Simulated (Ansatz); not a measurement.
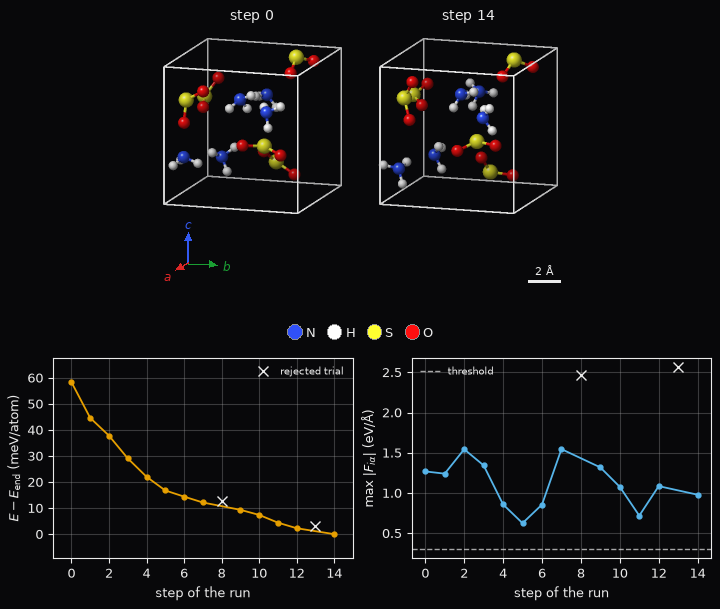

First and last geometry of a relaxation of an amorphous cell of composition H3SNO2, with the history of the run. A ball-and-stick model of the cell of the calculation, seen slightly off an axis.

The cell holds 5 NH3 + 5 SO2. The run prepares the start of a later molecular dynamics calculation, from a guessed geometry.

Computed with DFT PBE-D3(BJ), scalar-relativistic, plane waves, PAW in Ansatz 0.2.0. Settings: plane-wave cutoff 420 eV; k-point mesh 1 × 1 × 1; occupations fermi dirac; smearing width 0.05 eV; no spin polarisation; atoms relaxed in a fixed cell; force threshold 0.3 eV/Å; at most 15 steps.

> Did the run converge, and what did it change?

The relaxation stopped without meeting its thresholds, so the last structure isn't shown to be converged. It used up its limit of 15 steps. Over 12 accepted moves (14 points after the start) the energy falls by 58.4 meV per atom. The largest force component goes from 1.3 to 0.98 eV/Å. The line search rejected the trial steps at points 8, 13 of the run. The atom that moves furthest is an H atom (1.52 Å roughly along [1 −2 −3]). By element the largest moves are H 1.52 Å, O 0.77 Å, N 0.77 Å, S 0.69 Å. The lattice vectors keep their values. Near-neighbour distances that change, for instance: O–S 1.477 → 1.454 Å, H–N 1.017 → 1.025 Å. Bond angles that change, for instance: H–N–H 106.3° → 116.0°, H–N–H 106.3° → 115.1°, O–S–O 119.8° → 115.3°.

| step | E − E(0), meV/atom | largest force component, eV/Å | note |
| --- | --- | --- | --- |
| 0 | 0.00 | 1.2683 |  |
| 1 | -13.74 | 1.2405 |  |
| 2 | -20.56 | 1.5439 |  |
| 3 | -29.27 | 1.3436 |  |
| 4 | -36.33 | 0.8583 |  |
| 5 | -41.60 | 0.6254 |  |
| 6 | -43.95 | 0.8562 |  |
| 7 | -46.21 | 1.5456 |  |
| 8 | -45.80 | 2.4619 | rejected |
| 9 | -49.02 | 1.3182 |  |
| 10 | -50.98 | 1.0764 |  |
| 11 | -53.94 | 0.7188 |  |
| 12 | -56.09 | 1.0858 |  |
| 13 | -55.31 | 2.5677 | rejected |
| 14 | -58.35 | 0.9788 |  |

Limits of the set-up: the program's low-accuracy preset was used.
